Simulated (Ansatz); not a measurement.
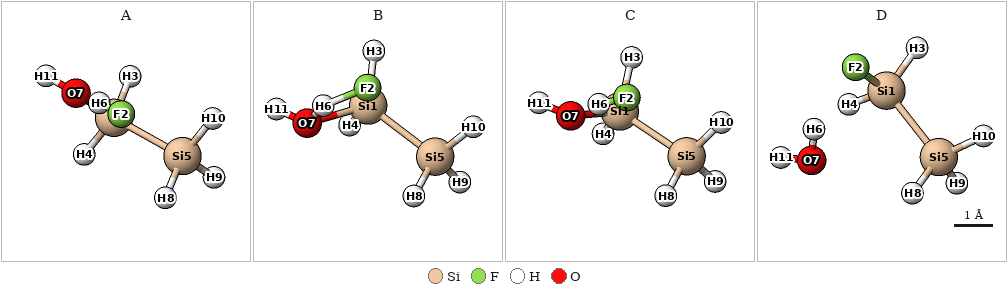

4 geometries from a converged minimum-energy path of Si$_{2}$H$_{7}$OF, shuffled. A ball-and-stick model, seen at a tilt.

Level of theory: Ansatz, RKS BHLYP-D4/cc-pVDZ. Set-up: 9 movable images; climbing image; force threshold 0.05 eV/Å; iteration limit 60; starting path through a guess of the saddle point.

Question: Which frame is the top of the path?

Answer: B. In order along the path, whose images run from 0 to 10: D (image 0, 0.00 eV), B (image 4, +1.21 eV), C (image 7, +0.21 eV), A (image 10, +0.19 eV). Breaking: H6–O7 (0.96 → 1.07 at the top → 1.65 Å), Si1–F2 (1.66 → 2.03 at the top → 3.40 Å). Forming: F2–H6 (2.05 → 1.30 at the top → 0.93 Å), Si1–O7 (3.03 → 1.88 at the top → 1.71 Å).

Cost: 2.7 min on 2 threads of AMD EPYC 9R45 96-Core Processor (Zen 5) (shared host), peak memory 0.23 GiB.
